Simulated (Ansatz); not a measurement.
## Strength of the C–C bond: C2H4ClI → CH3 + CHClI

Species: C2H4ClI `CC(Cl)I`, singlet; CH3 (methyl radical) `[CH3]`, doublet; CHClI `Cl[CH]I`, doublet. 

Shapes, held fixed at every level: PBE0-D4/def2-TZVP. Programs: Ansatz 0.2.0. The zero-point and thermal change to 298 K, harmonic and unscaled (PBE0-D4/def2-TZVP), is -24.1 kJ/mol.

```tsv
level	kind	ΔH(298 K) (kJ/mol)	less CCSD(T)/def2-TZVPP
HF/def2-SVP	Hartree–Fock	+254.1	-107.2
B3LYP-D4/def2-TZVPP	global hybrid	+343.6	-17.7
wB97X-V/def2-TZVPP	range-separated hybrid	+365.8	+4.5
B2PLYP/def2-TZVPP	double hybrid	+348.0	-13.3
MP2/def2-SVP	perturbation theory	+387.5	+26.2
MP2/def2-TZVPP	perturbation theory	+389.3	+28.0
CCSD/def2-SVP	coupled cluster or CI	+356.5	-4.8
CCSD(T)/def2-TZVPP	coupled cluster or CI	+361.3	0.0
```

The highest level, CCSD(T)/def2-TZVPP, gives ΔH(298 K) = +361.3 kJ/mol; the levels span +254.1 to +389.3. The column of differences is taken from that level and isn't an error. Hartree–Fock misses the correlation of the pair that is broken and comes out low. No measured value is set beside it here. Open shells run unrestricted unless RO is named. For atoms past krypton def2 sets carry core potentials with scalar relativity. Correlated rows may include outer-core shells of I, which these sets cover unevenly.

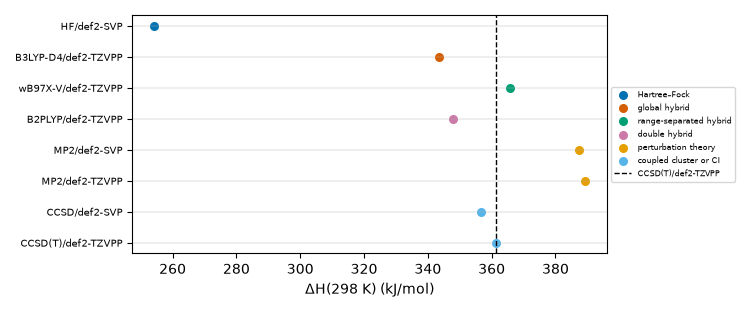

The values of the table, level by level.
